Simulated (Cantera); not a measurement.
Input: 1 mol SiC, 0.16 mol CO₂, 4.4 mol H₂, at 75.0 Torr.

These are equilibrium values from Cantera (NASA tables, ideal gas, pure condensed phases), not measurements of a reactor. Candidate condensed phases: C, C₆H₆, C₇H₈, C₈H₁₈, H₂O, Si, SiC, SiO₂; 123 gas species. Mutual solubility and eutectic melting of coexisting phases are not modelled. The tables hold silica as quartz up to 1696 K and as liquid above; real silica turns to tridymite and cristobalite and melts near 1996 K. Gases not in the tables: Si₂H₆ and higher silanes. Rates play no part.

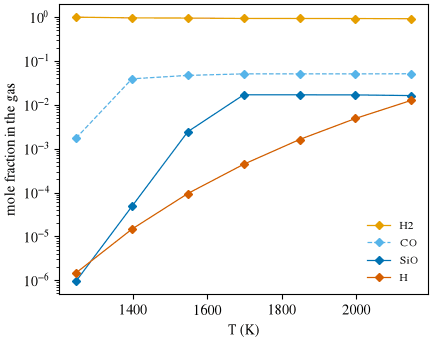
Equilibrium gas composition (values under 1e-9 drawn at 1e-9)

### Question
Read off the mole fractions at 1848 K.

### Answer
H₂ about 0.93, CO about 0.051, SiO about 0.017, H about 0.0016.
